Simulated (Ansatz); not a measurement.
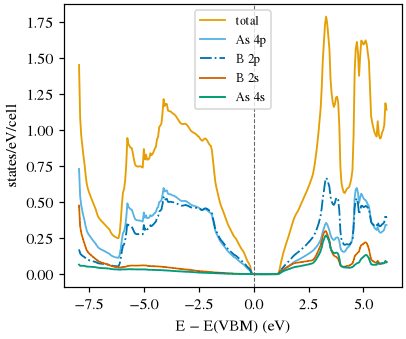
Total and projected density of states of BAs (zinc blende, F-43m), PBEsol in the plane-wave PAW code Ansatz

Problem. Which orbitals carry the states next to the gap?

Solution. Top 1 eV of the valence band: B 2p 53 %, As 4p 44 %. Bottom 1 eV of the conduction band: B 2p 34 %, As 4p 21 %, B 2s 20 %, As 4s 13 %, outside the projected shells 12 %. Projections are on Löwdin-orthogonalised atomic valence shells; empty p or d shells of many metals are not among them.

The cell was relaxed with PBEsol under the symmetry of its start. Spin–orbit coupling is left out wherever it is not named.

Potentials: the earlier of the program's two PAW sets. The files were generated under PBE; for other functionals the program regenerates the frozen cores, and for LDA and PBEsol the local potential too.
